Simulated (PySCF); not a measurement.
Atomic calculation for Mn⁺

Mn⁺, configuration 1s2 2s2 2p6 3s2 3p6 3d5 4s1, multiplicity 7. Computed at this level: unrestricted M06-2X, aug-cc-pwCVTZ, non-relativistic, point nucleus (PySCF).

Summary:

```tsv
quantity	value
outcome	converged
total energy	−1150.6922 hartree
kinetic energy	1150.0805 hartree
⟨S²⟩	12.001
SCF iterations	7
hardware	1 CPU thread, shared host
CPU time	7.1 s (integrals apart)
```

Input:
```python
from pyscf import gto, scf, dft, mp, cc
import basis_set_exchange as bse
mol = gto.M(atom="Mn 0 0 0", charge=1, spin=6, symmetry="D2h",
            basis=gto.basis.parse(bse.get_basis("aug-cc-pwCVTZ", elements=["Mn"], fmt="nwchem")))
mf = dft.UKS(mol, xc="M062X")
mf.irrep_nelec = {'Ag': (6, 3), 'B1g': (1, 0), 'B2g': (1, 0), 'B3g': (1, 0), 'B1u': (2, 2), 'B2u': (2, 2), 'B3u': (2, 2)}
mf.kernel()
```

The script is an equivalent of what the driver set up; the driver started from orbitals of its own, so the log can be shorter than this script's would be, and it computed the properties (radii, ⟨L²⟩, response) afterwards. It held the occupations shell by shell, which the script's counts by irreducible representation don't always enforce.

The program's output (extracts):
```
damping factor = 0
level_shift factor = 0
DIIS = <class 'pyscf.scf.diis.CDIIS'>
diis_start_cycle = 1
diis_space = 10
diis_damp = 0
SCF conv_tol = 1e-09
SCF conv_tol_grad = None
number electrons alpha = 15  beta = 9
XC functionals = M062X
    Y. Zhao and D. G. Truhlar.,  Theor. Chem. Acc. 120, 215 (2008)
    Y. Zhao and D. G. Truhlar.,  Theor. Chem. Acc. 120, 215 (2008)
cycle= 1 E= -1150.69206833363  delta_E= -0.0109  |g|= 0.0371  |ddm|= 1.08
cycle= 2 E= -1150.6921631176  delta_E= -9.48e-05  |g|= 0.00753  |ddm|= 0.115
cycle= 3 E= -1150.69216842705  delta_E= -5.31e-06  |g|= 0.0041  |ddm|= 0.0286
cycle= 4 E= -1150.69217099257  delta_E= -2.57e-06  |g|= 0.000975  |ddm|= 0.0102
cycle= 5 E= -1150.69217119215  delta_E= -2e-07  |g|= 7.27e-05  |ddm|= 0.00382
cycle= 6 E= -1150.69217119858  delta_E= -6.43e-09  |g|= 8.46e-06  |ddm|= 0.00114
cycle= 7 E= -1150.69217119861  delta_E= -2.77e-11  |g|= 6.67e-07  |ddm|= 5.86e-05
converged SCF energy = -1150.69217119861  <S^2> = 12.00073  2S+1 = 7.0002086
```

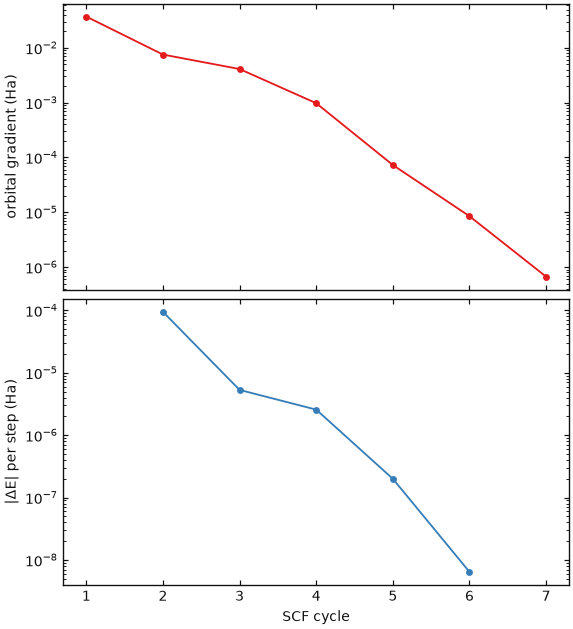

Fig. 1: Convergence: orbital gradient and change of the energy from step to step (the smallest changes aren't drawn) against the SCF cycle. The residual falls at every step. It goes from 0.037 to 6.7×10⁻⁷ in 7 steps.

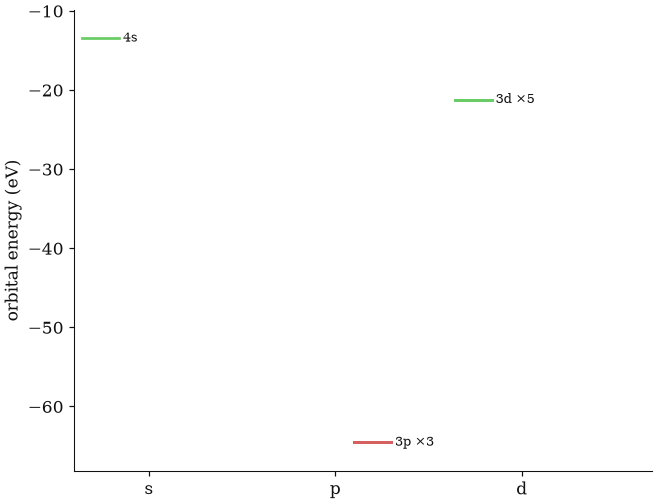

Fig. 2: Orbital energies of the mean field, from the top down to −64.5 eV, by angular momentum, α spin at the left of each column and β at the right; ×n counts the orbitals under one label. The highest filled orbital is 4s α at −13.4 eV, the lowest empty one s β at −7.55 eV.

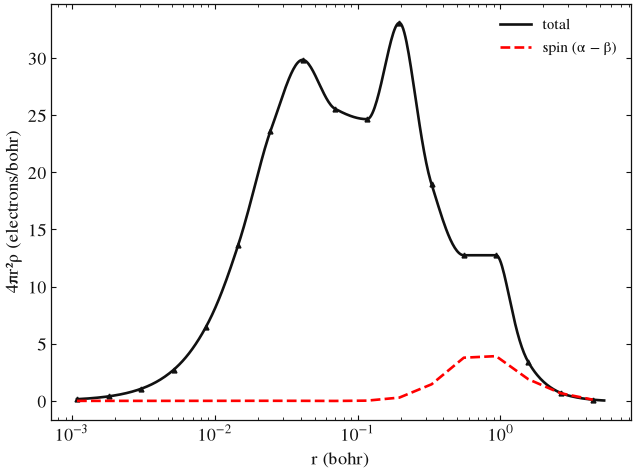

Fig. 3: Spherically averaged radial density 4πr²ρ of the mean field and its spin part; markers are the stored points, which are sparse, and the line is a monotone interpolation between them. The largest stored value is 33.1 electrons/bohr at r = 0.20 bohr. Root-mean-square radii of the shells: 2p 0.274, 2s 0.306, 3s 0.928, 3p 0.992, 3d 1.29, 4s 3.05 bohr.
